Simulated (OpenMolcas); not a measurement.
**Single-point calculation, with input and output: AlCl2F**

System: AlCl2F, SMILES [F][Al]([Cl])[Cl].
Method: HF/ANO-R2, RHF, sfX2C (OpenMolcas 26.06).

The geometry comes from this level: GFN2-xTB.

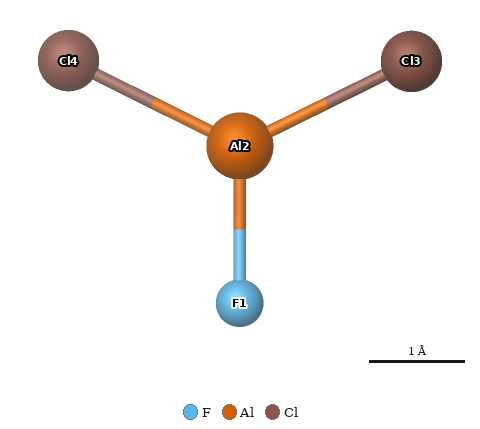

The structure (ball-and-stick view, seen on its broad side; atoms are numbered from 1 in the order of the input). Sticks mark near contacts.

Input:
```
* AlCl2F Hartree-Fock
&GATEWAY
Coord
4
angstrom
F        0.084610       0.379070       1.643230
Al       0.002880       0.008800       0.032640
Cl       1.230480      -1.457880      -0.612840
Cl      -1.317980       1.070000      -1.063040
Basis=ANO-R2
Group=NoSym
RICD
&SEWARD
&SCF
PrOrbitals=1 1
```

Command:
```bash
export MOLCAS_MEM=1860
pymolcas step1.input > step1.log
```

Output:
```
--- Start Module: gateway ---

                                              &GATEWAY

                       available to each process: 1.9 GB of memory, 1 thread

++    Symmetry information:
      ---------------------

                    Character Table for C1

                             E
                    a        1  x, y, xy, Rz, z, xz, Ry, yz, Rx, I
--

++    Basis set information:
      ----------------------

      Basis set label: F.ANO-R...4S4P2D1F.

      Electronic valence basis set:
      ------------------
      Associated Effective Charge   9.000000 au
      Associated Actual Charge      9.000000 au
      Nuclear Model: Finite nucleus - Gaussian distribution
        Gaussian exponent, Xi/bohr**(-2):  5.35469E+08

      Shell  nPrim  nBasis  Cartesian Spherical Contaminant
         s      13       4        X
         p       8       4        X
         d       4       2                 X
         f       3       1                 X

      Basis set label: AL.ANO-R...5S5P3D1F.

      Electronic valence basis set:
      ------------------
      Associated Effective Charge  13.000000 au
      Associated Actual Charge     13.000000 au
      Nuclear Model: Finite nucleus - Gaussian distribution
        Gaussian exponent, Xi/bohr**(-2):  4.43360E+08

      Shell  nPrim  nBasis  Cartesian Spherical Contaminant
         s      16       5        X
         p      11       5        X
         d       7       3                 X
         f       5       1                 X

      Basis set label: CL.ANO-R...5S4P3D1F.

      Electronic valence basis set:
      ------------------
      Associated Effective Charge  17.000000 au
      Associated Actual Charge     17.000000 au
      Nuclear Model: Finite nucleus - Gaussian distribution
        Gaussian exponent, Xi/bohr**(-2):  3.84638E+08

      Shell  nPrim  nBasis  Cartesian Spherical Contaminant
         s      17       5        X
         p      11       4        X
         d       7       3                 X
         f       5       1                 X
--

++    Molecular structure info:
      -------------------------

                    ************************************************
                    **** Cartesian Coordinates / bohr, angstrom ****
                    ************************************************

     Center  Label                x              y              z                     x              y              z
        1      F1               0.159890       0.716338       3.105255              0.084610       0.379070       1.643230
        2      AL2              0.005442       0.016630       0.061681              0.002880       0.008800       0.032640
        3      CL3              2.325270      -2.754994      -1.158100              1.230480      -1.457880      -0.612840
        4      CL4             -2.490621       2.022007      -2.008854             -1.317980       1.070000      -1.063040

                    ***************************************
                    *    InterNuclear Distances / bohr    *
                    ***************************************

               1 F1            2 AL2           3 CL3           4 CL4
    1 F1       0.000000
    2 AL2      3.126786        0.000000
    3 CL3      5.908910        3.814625        0.000000
    4 CL4      5.906276        3.813002        6.836398        0.000000

                    *******************************************
                    *    InterNuclear Distances / angstrom    *
                    *******************************************

               1 F1            2 AL2           3 CL3           4 CL4
    1 F1       0.000000
    2 AL2      1.654624        0.000000
    3 CL3      3.126860        2.018612        0.000000
    4 CL4      3.125466        2.017754        3.617666        0.000000
--

            Nuclear Potential Energy            247.38459543 au

--- Stop Module: gateway /rc=_RC_ALL_IS_WELL_ ---
--- Module gateway spent 2 seconds ---

--- Start Module: seward ---

                                              &SEWARD

                       available to each process: 1.9 GB of memory, 1 thread

               SEWARD will generate:
                  Multipole Moment integrals up to order  2
                  Kinetic Energy integrals
                  Nuclear Attraction integrals (finite nuclei - Gaussian type)
                  One-Electron Hamiltonian integrals
                  Velocity integrals
                  Relativistic X2C integrals
                  Orbital angular momentum around ( -0.0224  -0.0998  -0.4321 )
                  Velocity quadrupole around ( -0.0224  -0.0998  -0.4321 )
                  Atomic mean-field integrals
                  RI decomposed two-electron repulsion integrals stored Cholesky style
                   - acCD auxiliary basis
                   - CD Threshold:   1.00E-04

                   Integrals are discarded if absolute value <: 1.00E-14
                   Integral cutoff threshold is set to       <: 1.00E-16

            Nuclear Potential Energy            247.38459543 au

      Basis set specifications :
      Symmetry species         a
      Basis functions          153

--- Stop Module: seward /rc=_RC_ALL_IS_WELL_ ---
--- Module seward spent 8 seconds ---

--- Start Module: scf ---

                                                &SCF

                       available to each process: 1.9 GB of memory, 1 thread

++    Input section:
      --------------

      Header of the integral files:

      Cartesian coordinates in angstrom:
      -----------------------------------------------------
      No.  Label        X            Y            Z
      -----------------------------------------------------
       1   F1         0.08461000   0.37907000   1.64323000
       2   AL2        0.00288000   0.00880000   0.03264000
       3   CL3        1.23048000  -1.45788000  -0.61284000
       4   CL4       -1.31798000   1.07000000  -1.06304000
      -----------------------------------------------------
      Nuclear repulsion energy =  247.38459543
--

++    Orbital specifications:
      -----------------------

      Symmetry species               1
                                     a
      Frozen orbitals                0
      Occupied orbitals             28
      Secondary orbitals           125
      Deleted orbitals               0
      Total number of orbitals     153
      Number of basis functions    153
--

      Molecular charge                           0.000

++    Optimization specifications:
      ----------------------------

      SCF Algorithm: LK-RI/DF
      LK screening threshold:                     4.50E-02
      Local-Exchange (LK) algorithm.
       - the density matrix is decomposed
      The actual AO density is used
      Number of density matrices in core                 5
      Maximum number of NDDO SCF iterations            400
      Maximum number of HF SCF iterations              400
      Threshold for SCF energy change             1.00E-09
      Threshold for density matrix                1.00E-04
      Threshold for Fock matrix                   1.50E-04
      Threshold for linear dependence             1.00E-09
      Threshold at which DIIS is turned on        1.50E-01
      Maximum depth in the DIIS procedure                5
      Maximum depth in the BFGS Hessian update          30
      Threshold at which QNR/C2DIIS is turned on  7.50E-02
      Threshold for Norm(delta) (QNR/C2DIIS)      1.00E-03
      All orbitals punched on: SCFORB
--

      Input vectors read from INPORB
      Orbital file label: *Guess orbitals

++ Convergence information
                                   SCF        iterations: Energy and convergence statistics

Iter     Tot. SCF        One-elec.       Two-elec.     Energy      Max Dij or  Max Fij      DNorm      TNorm      AccCon     Time
         Energy          Energy          Energy        Change      Delta Norm                                                in Sec.

 The total and one-electron energies are shifted by a value of      1000. a.u.

   1  -263.716015127 -1242.824752241   731.724141680   0.00E+00    2.27E-01*   1.74E-01*    1.05E+01   2.76E+02   None         0.
   2  -263.975158820 -1245.261784980   733.902030726  -2.59E-01*   1.10E-01*   7.33E-02*    1.03E+01   2.76E+02   EDIIS        1.
   3  -264.019069390 -1246.074784451   734.671119627  -4.39E-02*   2.06E-02*   3.25E-02*    1.03E+01   2.76E+02   c2DIIS       1.
   4  -264.042918986 -1245.462028807   734.034514387  -2.38E-02*   1.03E-02*   3.34E-03*    1.03E+01   2.76E+02   QNRc2DIIS    1.
   5  -264.043134503 -1245.566694163   734.138964226  -2.16E-04*   4.61E-03*   1.13E-03*    1.03E+01   2.76E+02   QNRc2DIIS    1.
   6  -264.043171889 -1245.537680167   734.109912845  -3.74E-05*   8.00E-04    2.54E-04*    1.03E+01   2.76E+02   QNRc2DIIS    1.
   7  -264.043172921 -1245.530935251   734.103166896  -1.03E-06*   2.93E-04    1.20E-04     1.03E+01   2.76E+02   QNRc2DIIS    1.
   8  -264.043173155 -1245.530388992   734.102620403  -2.34E-07*   7.84E-05    1.51E-05     1.03E+01   2.76E+02   QNRc2DIIS    1.
   9  -264.043173166 -1245.532139220   734.104370620  -1.07E-08*   2.10E-05    4.91E-06     1.03E+01   2.76E+02   QNRc2DIIS    1.
  10  -264.043173167 -1245.531817236   734.104048635  -8.84E-10    6.20E-06    1.44E-06     1.03E+01   2.76E+02   QNRc2DIIS    1.

       Convergence after  10 Iterations
--

 *****************************************************************************************************************************
 *                                             SCF/KS-DFT Program, Final results                                             *
 *                                                       Final Results                                                       *
 *****************************************************************************************************************************

::    Total SCF energy                              -1264.0431731670
      One-electron energy                           -2245.5318172359
      Two-electron energy                             734.1040486353
      Nuclear repulsion energy                        247.3845954336
      Kinetic energy (interpolated)                  1284.2457262986
      Virial theorem                                    0.9842689349
      Total spin, S(S+1)                                0.0000000000
      Total spin, S                                     0.0000000000
      Max non-diagonal density matrix element           0.0000054335
      Max non-diagonal Fock matrix element              0.0000004918

      All orbitals with orbital energies smaller than  E(LUMO)+0.5 are printed

++    Molecular orbitals:
      -------------------

      Title: SCF orbitals

      Molecular orbitals for symmetry species 1: a

          Orbital            1         2         3         4         5         6         7         8         9        10
          Energy         -105.2236 -105.2235  -58.6756  -26.2906  -10.6417  -10.6417   -8.0429   -8.0429   -8.0422   -8.0421
          Occ. No.          2.0000    2.0000    2.0000    2.0000    2.0000    2.0000    2.0000    2.0000    2.0000    2.0000

          Orbital           11        12        13        14        15        16        17        18        19        20
          Energy           -8.0421   -8.0421   -4.9852   -3.2821   -3.2809   -3.2800   -1.5563   -1.1234   -1.1110   -0.6940
          Occ. No.          2.0000    2.0000    2.0000    2.0000    2.0000    2.0000    2.0000    2.0000    2.0000    2.0000

          Orbital           21        22        23        24        25        26        27        28        29        30
          Energy           -0.6428   -0.6375   -0.5896   -0.5417   -0.5070   -0.5048   -0.4917   -0.4827    0.0298    0.0754
          Occ. No.          2.0000    2.0000    2.0000    2.0000    2.0000    2.0000    2.0000    2.0000    0.0000    0.0000

          Orbital           31        32        33        34        35        36        37        38        39        40
          Energy            0.1318    0.1504    0.1563    0.2331    0.2590    0.2601    0.2860    0.3452    0.3689    0.3729
          Occ. No.          0.0000    0.0000    0.0000    0.0000    0.0000    0.0000    0.0000    0.0000    0.0000    0.0000

          Orbital           41        42        43
          Energy            0.3902    0.4028    0.5109
          Occ. No.          0.0000    0.0000    0.0000

--

++    Molecular charges:
      ------------------

      Mulliken charges per centre and basis function type
      ---------------------------------------------------

                F1      AL2     CL3     CL4
      1s       2.0000  2.0000  2.0000  2.0000
      2s       1.8450  1.9970  1.9995  1.9995
      2px      1.8733  1.9992  2.0000  2.0000
      2pz      1.7948  1.9986  2.0000  2.0000
      2py      1.8697  1.9991  2.0000  2.0000
      3s      -0.0152  0.6257  1.8409  1.8407
      3px      0.0243  0.2288  1.7571  1.7414
      3pz      0.0190  0.2318  1.8558  1.8054
      3py      0.0239  0.2308  1.7172  1.7831
      4s       0.0009  0.0037 -0.0116 -0.0116
      3d2+     0.0001  0.0577  0.0058  0.0047
      3d1+     0.0020  0.0744  0.0036  0.0070
      3d0      0.0034  0.0812  0.0036  0.0032
      3d1-     0.0022  0.0768  0.0044  0.0056
      3d2-     0.0001  0.0466  0.0096  0.0067
      4px      0.0010  0.0314  0.0059  0.0054
      4pz     -0.0013  0.0485  0.0075  0.0056
      4py      0.0009  0.0334  0.0043  0.0067
      5s       0.0000  0.0073  0.0000 -0.0000
      4d2+     0.0000  0.0367  0.0001  0.0001
      4d1+     0.0008  0.0421  0.0001  0.0001
      4d0      0.0008  0.0440  0.0000  0.0001
      4d1-     0.0008  0.0433  0.0001  0.0001
      4d2-     0.0000  0.0259  0.0001  0.0001
      5px     -0.0001  0.0156 -0.0000 -0.0001
      5pz     -0.0004  0.0165  0.0000 -0.0001
      5py     -0.0001  0.0162 -0.0001 -0.0000
      4f3+     0.0000  0.0111  0.0004  0.0002
      4f2+     0.0000  0.0139  0.0001  0.0003
      4f1+     0.0001  0.0274  0.0002  0.0003
      4f0      0.0001  0.0193  0.0002  0.0002
      4f1-     0.0001  0.0253  0.0002  0.0002
      4f2-     0.0000  0.0134  0.0004  0.0005
      4f3-     0.0000  0.0122  0.0004  0.0002
      5d2+     0.0000 -0.0007  0.0005  0.0004
      5d1+     0.0000  0.0001  0.0002  0.0003
      5d0      0.0000  0.0034  0.0002  0.0003
      5d1-     0.0000  0.0006  0.0003  0.0002
      5d2-     0.0000  0.0011  0.0003  0.0003
      6px      0.0000 -0.0004  0.0000  0.0000
      6pz      0.0000  0.0007  0.0000  0.0000
      6py      0.0000 -0.0004  0.0000  0.0000
      Total    9.4463 12.1394 17.2073 17.2070

      N-E     -0.4463  0.8606 -0.2073 -0.2070

      Total electronic charge=   56.000000

      Total            charge=   -0.000000
--

++    Static properties:
      ------------------

      LoProp Charges per center

                   F1       AL2      CL3      CL4
      Nuclear      9.0000  13.0000  17.0000  17.0000
      Electronic  -9.5390 -11.8928 -17.2842 -17.2840

      Total       -0.5390   1.1072  -0.2842  -0.2840
--

++    Natural Bond Order analysis
      ---------------------------
      Based on LoProp computed density
      -------------------------------------------------------------------------------------
      Atom A       Atom B       Bond Order
      -------------------------------------------------------------------------------------
      NBO located      1.000 non-bonded electrons on atom F1
      NBO located      1.017 non-bonded electrons on atom F1
      NBO located      1.000 non-bonded electrons on atom AL2
      NBO located      0.996 non-bonded electrons on atom AL2
      NBO located      0.996 non-bonded electrons on atom AL2
      NBO located      0.998 non-bonded electrons on atom AL2
      NBO located      0.998 non-bonded electrons on atom AL2
      NBO located      0.999 non-bonded electrons on atom CL3
      NBO located      1.000 non-bonded electrons on atom CL3
      NBO located      1.000 non-bonded electrons on atom CL3
      NBO located      1.000 non-bonded electrons on atom CL3
      NBO located      1.000 non-bonded electrons on atom CL3
      NBO located      0.999 non-bonded electrons on atom CL4
      NBO located      1.000 non-bonded electrons on atom CL4
      NBO located      1.000 non-bonded electrons on atom CL4
      NBO located      1.000 non-bonded electrons on atom CL4
      NBO located      1.000 non-bonded electrons on atom CL4
      The remaining   12.316 electrons are to be considered as diffuse
--

++    Molecular properties:
      ---------------------

      Charge (e):
                      =   -0.0000
      Dipole Moment (debye):
      Origin of the operator (angstrom)=   -0.0119   -0.0528   -0.2286
                   X= -4.5174E-02               Y= -2.2686E-01               Z= -1.0312E+00           Total=  1.0569E+00
      Quadrupole Moment (debye*angstrom):
      Origin of the operator (angstrom)=   -0.0119   -0.0528   -0.2286
                  XX= -4.1161E+01              XY=  3.3101E+00              XZ= -1.0875E+00              YY= -4.1578E+01
                  YZ= -1.5542E+00              ZZ= -4.7168E+01
      In traceless form (debye*angstrom)
                  XX=  3.2121E+00              XY=  4.9652E+00              XZ= -1.6313E+00              YY=  2.5863E+00
                  YZ= -2.3313E+00              ZZ= -5.7985E+00
--

--- Stop Module: scf /rc=_RC_ALL_IS_WELL_ ---
--- Module scf spent 6 seconds ---

.##################.
.# Happy landing! #.
.##################.

    Timing: Wall=17.55 User=16.46 System=0.82
```

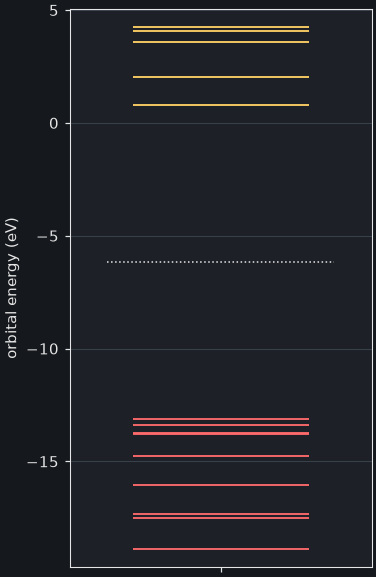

Orbital energies near the frontier; the dotted line parts filled from empty levels, and levels within 0.02 eV of each other stand side by side. Highest filled −13.13 eV, lowest empty 0.81 eV, 13.94 eV apart.

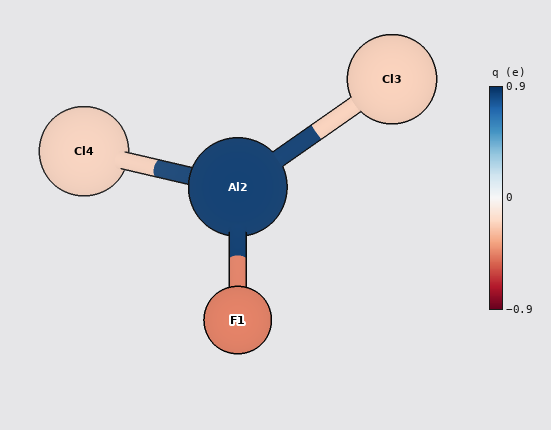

Mulliken charges, as the colour of each atom (ball-and-stick view, seen at a tilt; atoms are numbered from 1 in the order of the input). By element: F −0.45, Al +0.86 and Cl −0.21 e.

Results in brief:

| quantity | value |
| --- | --- |
| outcome | converged |
| total energy | −1264.043173 hartree |
| basis functions | 153 |
| HOMO | −13.13 eV |
| LUMO | 0.81 eV |
| dipole moment | 1.06 debye |
| hardware | 1 thread of Intel Xeon (Sapphire Rapids), 64 GiB of memory available, shared host |
| wall time | 18 s |
| peak memory | 0.18 GiB |
